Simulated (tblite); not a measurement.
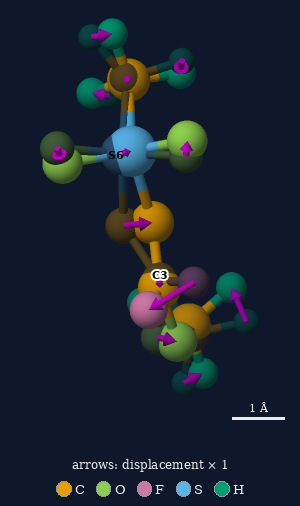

A relaxation of C₄H₆FO₃S (multiplicity 2). The starting structure is drawn faded, the final one solid; purple arrows show the displacements, at their true length. The two geometries are superimposed by the best rigid fit.

A ball-and-stick model, seen from a free direction.

Computed with tblite 0.8.0, GFN2-xTB geometry optimisation, gas phase. 

### Atoms of which element are displaced furthest, and by how much?

Fluorine: up to 1.02 Å, against 0.74 Å for hydrogen.

### What happened in the run?

After 79 geometry steps the energy has fallen by 22.0 kcal/mol. The largest move after the best rigid fit is that of the F atom, 1.02 Å. By element the largest moves are F 1.02 Å, H 0.74 Å, C 0.56 Å, O 0.41 Å, S 0.18 Å. Some distances before and after: C–O 1.399 → 1.334 Å, O–S 1.490 → 1.438 Å, C–H 1.117 → 1.083 Å, C–C 1.334 → 1.316 Å. Among the angles between lasting bonds that change: O–C–F 122.4° → 109.5°, O–C–C 115.0° → 127.5°, C–C–S 117.2° → 128.2°. Groups turn about C–O by about 65°, C–S by about 40°, C–S by about 35°.
